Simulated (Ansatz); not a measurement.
## C$_{2}$H$_{3}$OSi: one change and its effect

System: C$_{2}$H$_{3}$OSi, multiplicity 2, SMILES [C]#C[SiH2]O.
Method of run A: UKS SPW92/def2-TZVPP (Ansatz 0.2.0).

The geometry comes from this level: PBE0-D4/def2-TZVP. Text and figures count atoms from 1; the logs count them from 0 in places.

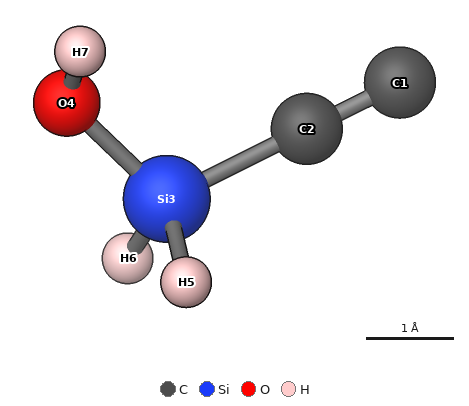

Fig. 1: The structure as given in the input (ball-and-stick view, seen at a tilt; atoms are numbered from 1 in the order of the input). Bond lengths as drawn: C–C 1.21 Å, C–Si 1.83 Å, H–O 0.96 Å, H–Si 1.48 Å and O–Si 1.64 Å.

The input, run A:
```yaml
crystal:
  periodic: [false, false, false]
  atoms:
    - {symbol: C, position_ang: [0.791897, -2.383793, 0.809894]}
    - {symbol: C, position_ang: [0.496117, -1.231844, 0.570289]}
    - {symbol: Si, position_ang: [0.076206, 0.507717, 0.171196]}
    - {symbol: O, position_ang: [-1.162797, 0.586902, -0.897746]}
    - {symbol: H, position_ang: [1.315175, 1.128887, -0.357967]}
    - {symbol: H, position_ang: [-0.387857, 1.188474, 1.396221]}
    - {symbol: H, position_ang: [-1.067440, 0.135757, -1.737687]}
basis:
  gaussian: {orbitals: def2-TZVPP}
magnetization: {spin_polarized: true, initial_magnetization: 1}
hamiltonian: {xc: lda}
output: {orbitals: {seedname: orbitals}}
```

Hardware: 2 CPU threads, shared host.

Output (run A):
```
Functional definition: SPW92
  exchange = slater_x
  correlation = pw_c
976 factors; their error is unknown
mean field evaluation 1: about -11967.2855 eV, gradient 5.6e1 eV
mean field evaluation 2: about -11917.5766 eV, gradient 1.1e2 eV
mean field evaluation 4: about -11976.2621 eV, gradient 2.3e1 eV
mean field evaluation 8: about -11979.4486 eV, gradient 6.0e-1 eV
mean field evaluation 16: about -11979.4323 eV, gradient 3.6e-3 eV
mean field evaluation 32: about -11972.3372 eV, gradient 2.7e1 eV
mean field -11979.43232136 eV, -440.2360178592 hartree, gradient 8.3e-6 eV, S^2 0.766774; 7 other end points of the search recorded, 0 dependent functions left out
reference -11979.43235603 eV, -440.2360191331 hartree; 19, 18 occupied and 158, 159 virtual orbitals, 976 factors
Total energy: -11979.43235603 eV, -440.2360191331 hartree
```

The input of run B differs as follows (lines with − go, lines with + come):
```diff
-hamiltonian: {xc: lda}
+hamiltonian: {xc: {name: B97M-V}}
```

What does this change do to the results?

The total energies belong to different methods, so their difference says nothing on which is more stable or more accurate. The HOMO goes from −7.23 to −7.38 eV. The LUMO goes from −6.72 to −5.96 eV.

Output (run B):
```
Functional definition: B97M-V
  parameter cx00 = 1.000
  parameter cx01 = 1.308
  parameter cx02 = 1.901
  parameter cx10 = 0.416
  parameter cx11 = 3.070
  parameter css00 = 1.000
  parameter css02 = -1.855
  parameter css10 = -5.668
  parameter css32 = -20.497
  parameter css42 = -20.364
  parameter cos00 = 1.000
  parameter cos01 = 1.573
  parameter cos03 = -6.298
  parameter cos10 = 2.535
  parameter cos32 = -6.427
  parameter b = 6.0
  parameter c = 0.01
  gx(w, u) = cx00 + cx01*u + cx02*u^2 + (cx10 + cx11*u)*w
  gss(w, u) = css00 + css02*u^2 + css10*w + (css32*w^3 + css42*w^4)*u^2
  gos(w, u) = cos00 + cos01*u + cos03*u^3 + cos10*w + cos32*w^3*u^2
  exchange = spin_sum(e_x_unif_s*gx(b97_w, b97_u_x))
  correlation = spin_sum(e_c_pw_mod_same_spin*gss(b97_w, b97_u_same))
      + integral(e_c_pw_mod_opposite_spin*gos(b97_w_opposite, b97_u_opposite)) + vv10(b, c)
976 factors; their error is unknown
mean field evaluation 1: about -12033.9496 eV, gradient 4.9e1 eV
mean field evaluation 2: about -11995.4326 eV, gradient 9.7e1 eV
mean field evaluation 4: about -12042.5922 eV, gradient 1.1e1 eV
mean field evaluation 8: about -12043.1140 eV, gradient 1.6e-1 eV
mean field evaluation 16: about -12043.1034 eV, gradient 6.8e-3 eV
mean field evaluation 32: about -12043.1034 eV, gradient 2.6e-5 eV
mean field -12043.10340183 eV, -442.5758869087 hartree, gradient 2.1e-5 eV, S^2 0.785435; 6 other end points of the search recorded, 0 dependent functions left out
reference -12043.10345897 eV, -442.5758890084 hartree; 19, 18 occupied and 158, 159 virtual orbitals, 976 factors
Total energy: -12043.10345897 eV, -442.5758890084 hartree
```

The two runs side by side:

```csv
quantity,run A,run B
outcome,converged,converged
total energy (hartree),−440.236019,−442.575889
HOMO (eV),−7.23,−7.38
LUMO (eV),−6.72,−5.96
⟨S²⟩,0.767,0.785
basis functions,177,177
wall time (shared host),7.1 s,27 s
```
